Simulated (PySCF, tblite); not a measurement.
**C5H8F3N: a rotation path, then NMR shifts on frames**

Aim: move C5H8F3N (`CCNCC(F)=C(F)F`) away from its starting geometry and see how NMR shifts follow the geometry.

Computed with tblite 0.8.0 and PySCF 2.14.0, with density-fitted response routines of our own, on a single molecule in the gas phase. Atoms count from 0, in the outputs and in this text.

### 1 The molecule as given

17 atoms, charge 0, multiplicity 1; geometry from: GFN2-xTB.

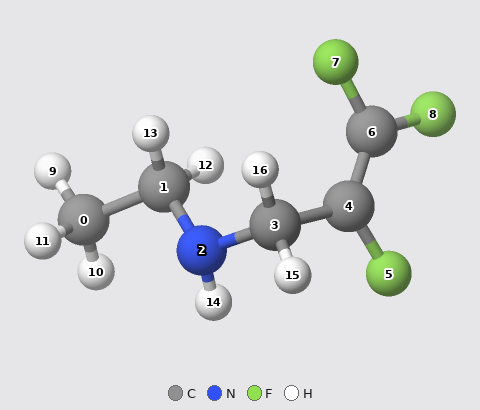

As it starts; carbon grey, nitrogen blue, fluorine green, hydrogen white, atoms numbered.

### 2 A band between two rotamers with GFN2-xTB

What the job is given:

```
{"job": {"kind": "neb", "xc": "GFN2-xTB", "basis": "xTB", "atoms": [4, 3, 2, 1], "turn": 120}, "charge": 0, "multiplicity": 1}
C     -2.548639     0.079738    -0.029440
C     -1.083704    -0.308808     0.110975
N     -0.314911     0.292563    -0.964318
C      1.078199    -0.086611    -1.016684
C      1.889572     0.416743     0.152216
F      2.221864     1.723593     0.099365
C      2.194441    -0.276883     1.241005
F      1.903710    -1.567347     1.374731
F      2.838681     0.168471     2.310993
H     -3.144417    -0.425039     0.725963
H     -2.674068     1.153562     0.090946
H     -2.910897    -0.201947    -1.014039
H     -0.720367    -0.019151     1.111790
H     -0.976847    -1.393590     0.018065
H     -0.408201     1.303752    -0.939482
H      1.508840     0.329793    -1.931568
H      1.139747    -1.176807    -1.051505
```

Level: GFN2-xTB climbing-image nudged elastic band, gas phase.

Started as:

```
OMP_NUM_THREADS=1 python probes_run.py task.json out
```

One launch serves the whole session: the jobs run in the order shown.

Standard output:

```text
image   E - E0 / eV
  0      -0.0000
  1       0.0246
  2       0.0909
  3       0.1872
  4       0.2498
  5       0.2213
  6       0.1544
  7       0.1148
  8       0.0935
```

Run time: 5.1 s. Hardware: 1 thread, shared host.

The final band, with the dihedral C4–C3–N2–C1:

```
image  dihedral (°)  energy (eV)  energy (kcal/mol)
    0           -67        0.000                0.0
    1           -53        0.025                0.6
    2           -38        0.091                2.1
    3           -19        0.187                4.3
    4             3        0.250                5.8
    5            25        0.221                5.1
    6            44        0.154                3.6
    7            60        0.115                2.6
    8            72        0.093                2.2
```

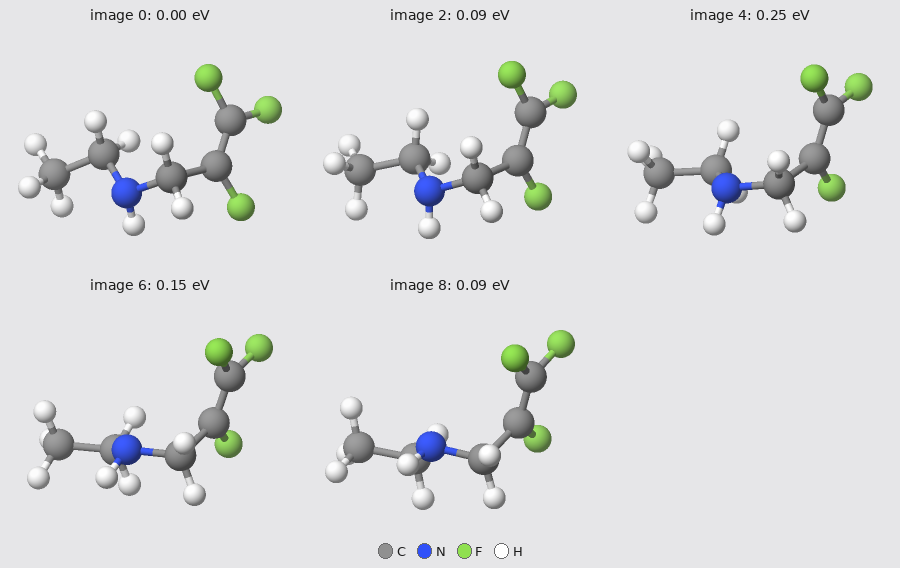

Images along the band.

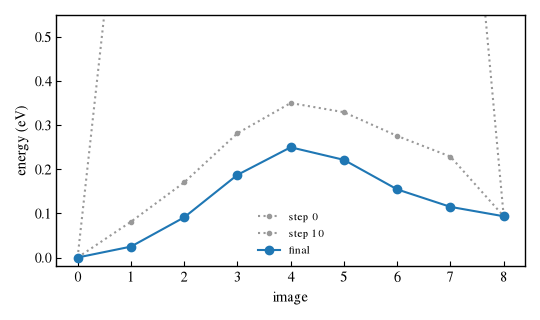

Energy along the band, early and final.

### 3 Shielding tensors: image 0, PBE0/pcSseg-1

What the job is given:

```
{"job": {"kind": "nmr", "xc": "PBE0", "basis": "pcSseg-1", "pop": false}, "charge": 0, "multiplicity": 1}
C     -2.548600     0.079700    -0.029400
C     -1.083700    -0.308800     0.111000
N     -0.314900     0.292600    -0.964300
C      1.078200    -0.086600    -1.016700
C      1.889600     0.416700     0.152200
F      2.221900     1.723600     0.099400
C      2.194400    -0.276900     1.241000
F      1.903700    -1.567300     1.374700
F      2.838700     0.168500     2.311000
H     -3.144400    -0.425000     0.726000
H     -2.674100     1.153600     0.090900
H     -2.910900    -0.201900    -1.014000
H     -0.720400    -0.019200     1.111800
H     -0.976800    -1.393600     0.018100
H     -0.408200     1.303800    -0.939500
H      1.508800     0.329800    -1.931600
H      1.139700    -1.176800    -1.051500
```

Level: GIAO PBE0/pcSseg-1 NMR shielding, non-relativistic, gas phase.

Standard output:

```text
coarse grid: 14712 points
cycle   1  E = -548.7649299038  dE =  1.254e+00  |g| = 7.805e-01  |ddm| = 3.614e+00
cycle   2  E = -548.6395504523  dE =  1.254e-01  |g| = 1.173e+00  |ddm| = 1.333e+00
cycle   3  E = -548.8735068071  dE = -2.340e-01  |g| = 9.152e-02  |ddm| = 8.607e-01
cycle   4  E = -548.8747332300  dE = -1.226e-03  |g| = 4.819e-02  |ddm| = 1.020e-01
cycle   5  E = -548.8751724629  dE = -4.392e-04  |g| = 1.164e-02  |ddm| = 4.454e-02
cycle   6  E = -548.8751930542  dE = -2.059e-05  |g| = 4.822e-03  |ddm| = 1.177e-02
cycle   7  E = -548.8751982772  dE = -5.223e-06  |g| = 7.727e-04  |ddm| = 4.081e-03
final grid: 144824 points
cycle   8  E = -548.9456712510  dE = -5.329e-05  |g| = 9.523e-03  |ddm| = 2.854e-02
cycle   9  E = -548.9456571952  dE =  1.406e-05  |g| = 1.307e-02  |ddm| = 1.738e-02
cycle  10  E = -548.9456912596  dE = -3.406e-05  |g| = 1.361e-03  |ddm| = 1.001e-02
cycle  11  E = -548.9456916045  dE = -3.449e-07  |g| = 3.082e-04  |ddm| = 1.108e-03
cycle  12  E = -548.9456916222  dE = -1.770e-08  |g| = 1.371e-04  |ddm| = 3.412e-04
cycle  13  E = -548.9456916261  dE = -3.877e-09  |g| = 3.271e-05  |ddm| = 1.283e-04
cycle  14  E = -548.9456916263  dE = -2.221e-10  |g| = 7.358e-06  |ddm| = 3.062e-05
converged SCF energy = -548.9456916263

GIAO shielding tensors (ppm)
atom      isotropic    diamagn.    paramagn.     s11        s22        s33       span
  0 C      168.973     245.879     -76.907    154.935    164.515    187.469     32.534
  1 C      141.112     247.800    -106.689    122.590    133.586    167.159     44.568
  2 N      211.618     322.141    -110.523    172.499    223.636    238.721     66.222
  3 C      135.447     245.973    -110.526    114.857    133.413    158.071     43.213
  4 C       52.142     254.492    -202.350     12.116     56.728     87.580     75.464
  5 F      367.032     472.133    -105.101    313.129    371.730    416.238    103.109
  6 C       19.108     250.961    -231.853    -44.796     44.872     57.249    102.045
  7 F      295.437     476.183    -180.747    253.093    302.939    330.277     77.184
  8 F      277.796     469.272    -191.475    258.925    282.918    291.546     32.622
  9 H       30.442      28.322       2.119     26.057     27.712     37.556     11.499
 10 H       30.754      29.774       0.980     26.604     29.131     36.527      9.923
 11 H       30.228      28.770       1.459     26.201     28.193     36.290     10.088
 12 H       28.648      33.235      -4.588     23.572     29.765     32.607      9.035
 13 H       29.514      32.464      -2.950     25.140     29.276     34.126      8.986
 14 H       31.361      35.442      -4.081     23.090     32.057     38.938     15.848
 15 H       27.645      28.424      -0.778     22.129     27.154     33.653     11.524
 16 H       28.107      30.881      -2.774     23.886     27.883     32.553      8.666
```

Wall time 51 s (1 thread, shared host).

The references, computed at this level on geometries of the same kind, shield at (ppm): 1H TMS 31.72, 13C TMS 186.9, 19F CFCl3 170.9, 15N NH3 267.7. Their shielding less the atom's gives the shift. The references are single molecules in the gas phase, so shifts against H2O, NH3, PH3, H3PO4 or CFCl3 are not on the usual liquid scales and can be off by tens of ppm. Each atom is listed at this fixed geometry, with no averaging over motion; a spectrum would average atoms that exchange fast.

```
atoms                                 environment  σ (ppm)  δ (ppm)
   C6             fully substituted alkene carbon     19.1    167.8
   C4             fully substituted alkene carbon     52.1    134.8
   C3                 allylic sp3 CH2 bonded to N    135.4     51.5
   C1                         sp3 CH2 bonded to N    141.1     45.8
   C0                               methyl carbon    169.0     18.0
  H15  hydrogen on an allylic sp3 CH2 bonded to N    27.65     4.07
  H16  hydrogen on an allylic sp3 CH2 bonded to N    28.11     3.61
  H12          hydrogen on an sp3 CH2 bonded to N    28.65     3.07
  H13          hydrogen on an sp3 CH2 bonded to N    29.51     2.20
  H11                 hydrogen on a methyl carbon    30.23     1.49
   H9                 hydrogen on a methyl carbon    30.44     1.28
  H10                 hydrogen on a methyl carbon    30.75     0.96
  H14               hydrogen on an amine nitrogen    31.36     0.36
   N2                              amine nitrogen    211.6     56.1
   F8                            vinylic fluorine    277.8   -106.9
   F7                            vinylic fluorine    295.4   -124.5
   F5                            vinylic fluorine    367.0   -196.1
```

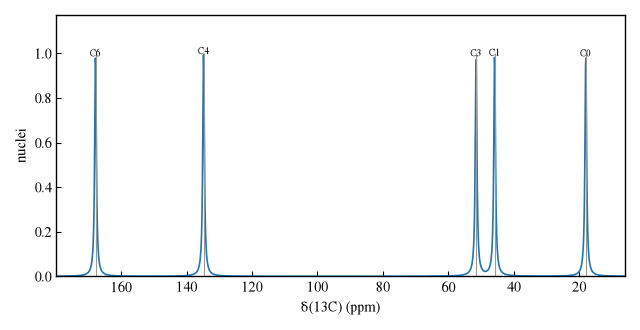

13C lines at the computed shifts, without couplings. Lines are broadened to a width of 0.60 ppm (Lorentzian).

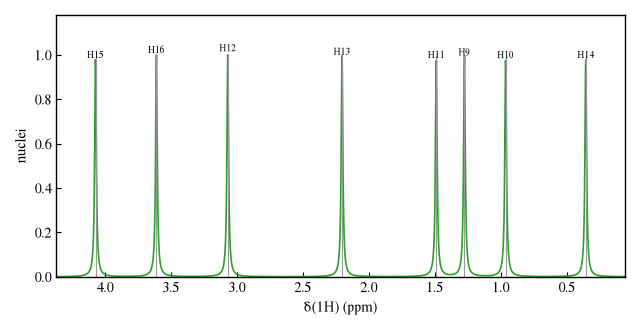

1H lines at the computed shifts, without couplings. Lines are broadened to a width of 0.01 ppm (Lorentzian).

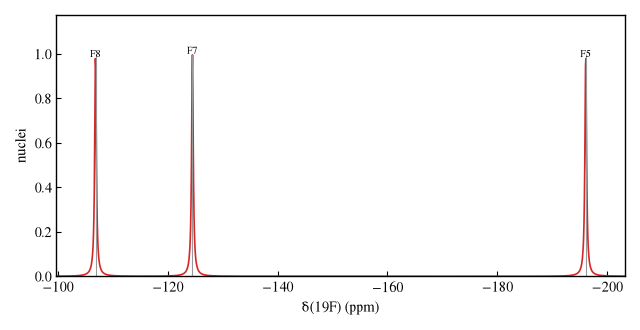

19F lines at the computed shifts, without couplings. Lines are broadened to a width of 0.36 ppm (Lorentzian).

The fields below are evaluated on a grid from the run's orbitals.

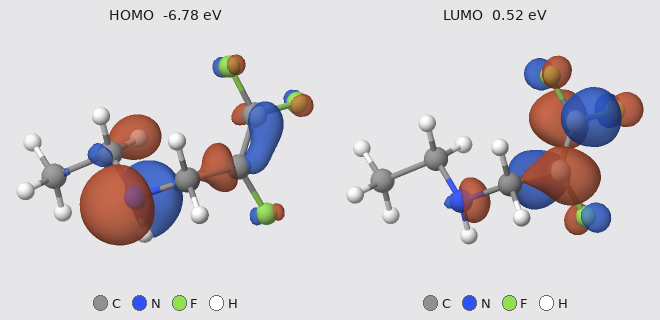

PBE0/pcSseg-1 orbitals near the gap, drawn at the value that encloses 70 % of each; the two colours are the two signs.

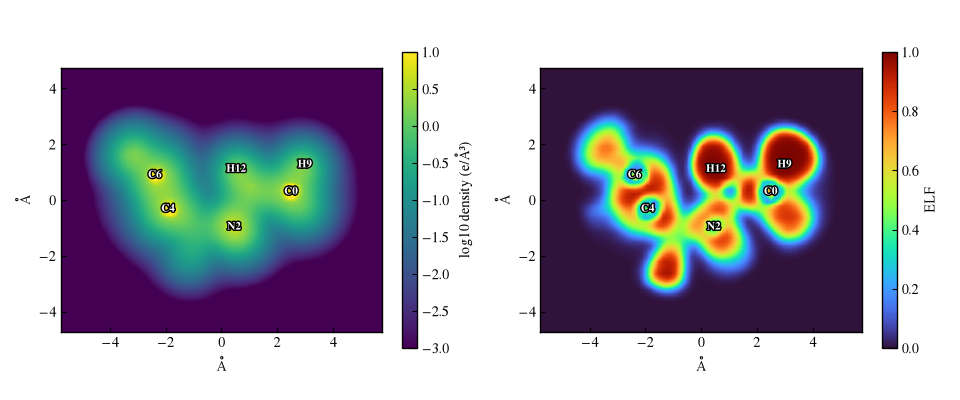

Density (left) and ELF (right) in a plane through or near 6 of the atoms.

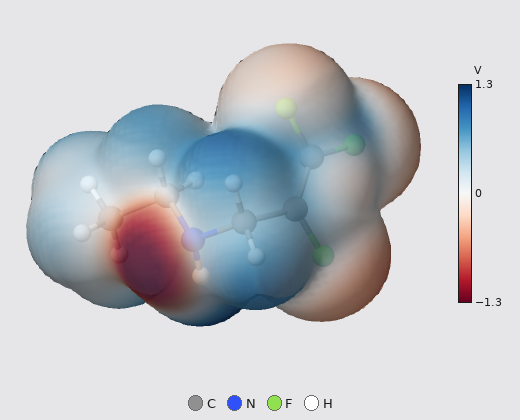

The potential that a unit positive charge feels on the 0.002 e/bohr³ surface, from the 1st to the 99th percentile, from -1.26 V near N2 to 1.30 V near H14.

### 4 NMR shieldings: image 2, PBE0/pcSseg-1

What the job is given:

```
{"job": {"kind": "nmr", "xc": "PBE0", "basis": "pcSseg-1", "pop": false}, "charge": 0, "multiplicity": 1}
C     -2.518400     0.026200     0.000100
C     -1.010800    -0.041700     0.194400
N     -0.324400     0.226800    -1.060300
C      1.105600    -0.024500    -1.053400
C      1.787500     0.350800     0.238200
F      1.920200     1.670900     0.480800
C      2.142500    -0.514500     1.179600
F      2.037500    -1.830100     1.018100
F      2.659700    -0.232600     2.366500
H     -3.017800    -0.184400     0.942100
H     -2.817300     1.016400    -0.336100
H     -2.835000    -0.702400    -0.739600
H     -0.722700     0.671100     0.985500
H     -0.727900    -1.045500     0.522400
H     -0.525400     1.175900    -1.355200
H      1.560900     0.541400    -1.869200
H      1.278800    -1.091800    -1.224800
```

Level: GIAO PBE0/pcSseg-1 NMR shielding, non-relativistic, gas phase.

Standard output:

```text
coarse grid: 14712 points
cycle   1  E = -548.7614556849  dE =  1.254e+00  |g| = 7.800e-01  |ddm| = 3.618e+00
cycle   2  E = -548.6394452340  dE =  1.220e-01  |g| = 1.166e+00  |ddm| = 1.344e+00
cycle   3  E = -548.8700890002  dE = -2.306e-01  |g| = 9.196e-02  |ddm| = 8.636e-01
cycle   4  E = -548.8713253363  dE = -1.236e-03  |g| = 4.754e-02  |ddm| = 1.038e-01
cycle   5  E = -548.8717543785  dE = -4.290e-04  |g| = 1.173e-02  |ddm| = 4.514e-02
cycle   6  E = -548.8717752153  dE = -2.084e-05  |g| = 4.790e-03  |ddm| = 1.187e-02
cycle   7  E = -548.8717802976  dE = -5.082e-06  |g| = 8.035e-04  |ddm| = 4.091e-03
final grid: 144824 points
cycle   8  E = -548.9430900685  dE = -5.991e-05  |g| = 9.308e-03  |ddm| = 3.606e-02
cycle   9  E = -548.9430780602  dE =  1.201e-05  |g| = 1.247e-02  |ddm| = 1.717e-02
cycle  10  E = -548.9431094859  dE = -3.143e-05  |g| = 1.386e-03  |ddm| = 9.751e-03
cycle  11  E = -548.9431098191  dE = -3.332e-07  |g| = 3.172e-04  |ddm| = 1.122e-03
cycle  12  E = -548.9431098376  dE = -1.851e-08  |g| = 1.309e-04  |ddm| = 3.496e-04
cycle  13  E = -548.9431098412  dE = -3.579e-09  |g| = 3.886e-05  |ddm| = 1.342e-04
cycle  14  E = -548.9431098415  dE = -3.156e-10  |g| = 7.793e-06  |ddm| = 3.495e-05
converged SCF energy = -548.9431098415

GIAO shielding tensors (ppm)
atom      isotropic    diamagn.    paramagn.     s11        s22        s33       span
  0 C      168.953     245.067     -76.114    155.517    164.399    186.944     31.426
  1 C      142.319     248.295    -105.976    126.283    136.879    163.796     37.513
  2 N      219.152     321.164    -102.012    169.438    238.160    249.858     80.420
  3 C      137.370     244.992    -107.622    113.612    137.472    161.025     47.413
  4 C       49.842     254.371    -204.529     10.376     55.000     84.149     73.772
  5 F      366.389     473.217    -106.829    304.821    365.727    428.618    123.797
  6 C       18.920     251.011    -232.091    -47.555     46.465     57.850    105.405
  7 F      293.834     475.553    -181.719    252.129    302.579    326.792     74.663
  8 F      275.883     469.778    -193.896    249.900    286.497    291.251     41.351
  9 H       30.508      28.414       2.094     26.011     27.947     37.567     11.555
 10 H       30.753      29.297       1.456     26.639     28.981     36.638      9.999
 11 H       30.297      28.731       1.566     26.257     28.145     36.488     10.231
 12 H       28.667      32.971      -4.304     23.385     29.899     32.718      9.333
 13 H       29.525      33.100      -3.575     24.378     30.653     33.544      9.166
 14 H       31.213      34.961      -3.747     23.035     30.957     39.648     16.613
 15 H       27.923      28.458      -0.535     23.091     26.898     33.779     10.687
 16 H       27.794      30.255      -2.461     22.588     27.780     33.014     10.426
```

Wall time 40 s (1 thread, shared host).

Key values: δ C6 168.0, C4 137.1, C3 49.6, C1 44.6, H16 3.92, H15 3.79 ppm.

(Part 1 of 2 ends here.)
